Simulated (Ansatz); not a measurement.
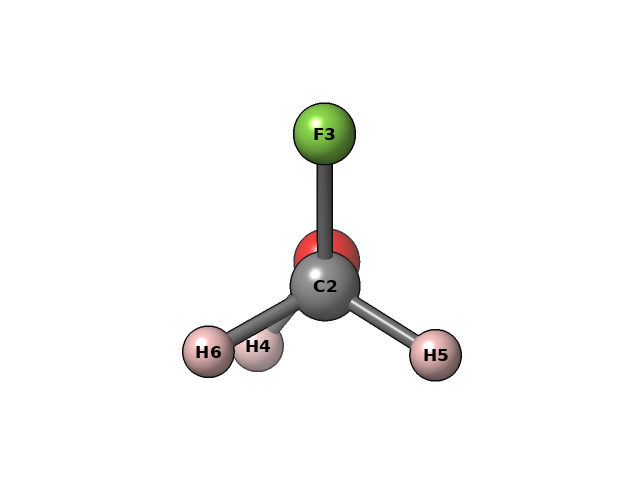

Source: calculation with Ansatz.

O1 lies behind C2. The molecule seen nearly along the C2–O1 bond, C2 in front. Distant atoms are faded towards the background colour. Geometry: moved along internal coordinates away from the minimum.

Question: What is the torsion angle F3–C2–O1–H4? The sign is positive where the front bond must turn clockwise to cover the back bond.

Answer: −143°, anticlinal.
